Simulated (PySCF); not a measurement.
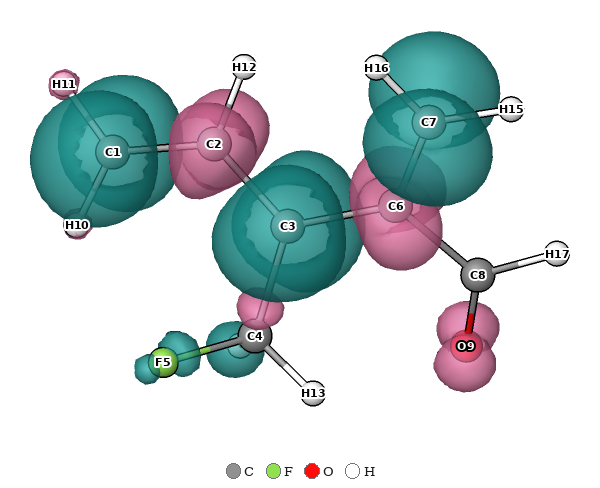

Figure. C₇H₈FO (SMILES C=C[C](CF)C(=C)C=O) (doublet). Isosurfaces of the spin density at +0.02 (teal) and −0.02 e/Å³ (pink), seen at a tilt.

Geometry: GFN2-xTB.

Level of theory: UKS B3LYP, pcH-1 on C F H O, non-relativistic, mean-field spin-orbit, GIAO in PySCF 2.14.0, density-fitted response routines.

```json
{"atom": "C", "x (Å)": "2.4140", "y (Å)": "-0.6436", "z (Å)": "0.8357"}
{"atom": "C", "x (Å)": "1.0662", "y (Å)": "-0.7362", "z (Å)": "0.7577"}
{"atom": "C", "x (Å)": "0.2116", "y (Å)": "0.1111", "z (Å)": "0.0205"}
{"atom": "C", "x (Å)": "0.7724", "y (Å)": "1.2801", "z (Å)": "-0.7341"}
{"atom": "F", "x (Å)": "1.6599", "y (Å)": "2.0022", "z (Å)": "0.0381"}
{"atom": "C", "x (Å)": "-1.1958", "y (Å)": "-0.1609", "z (Å)": "-0.0601"}
{"atom": "C", "x (Å)": "-1.8929", "y (Å)": "-0.8502", "z (Å)": "0.8808"}
{"atom": "C", "x (Å)": "-1.9611", "y (Å)": "0.2783", "z (Å)": "-1.2459"}
{"atom": "O", "x (Å)": "-1.5178", "y (Å)": "0.7731", "z (Å)": "-2.2499"}
{"atom": "H", "x (Å)": "2.9738", "y (Å)": "0.1363", "z (Å)": "0.3536"}
{"atom": "H", "x (Å)": "2.9801", "y (Å)": "-1.3656", "z (Å)": "1.3975"}
{"atom": "H", "x (Å)": "0.5905", "y (Å)": "-1.5635", "z (Å)": "1.2673"}
{"atom": "H", "x (Å)": "-0.0033", "y (Å)": "1.9848", "z (Å)": "-1.0388"}
{"atom": "H", "x (Å)": "1.3283", "y (Å)": "0.9498", "z (Å)": "-1.6223"}
{"atom": "H", "x (Å)": "-2.9409", "y (Å)": "-1.0541", "z (Å)": "0.7491"}
{"atom": "H", "x (Å)": "-1.4482", "y (Å)": "-1.1953", "z (Å)": "1.7957"}
{"atom": "H", "x (Å)": "-3.0439", "y (Å)": "0.0659", "z (Å)": "-1.1550"}
```

Q: Where is the unpaired spin?

A: The unpaired spin (1 electron) lies mostly on C3 (about 0.4), C1 (about 0.3) and C7 (about 0.3), in electrons by Hirshfeld's partition.
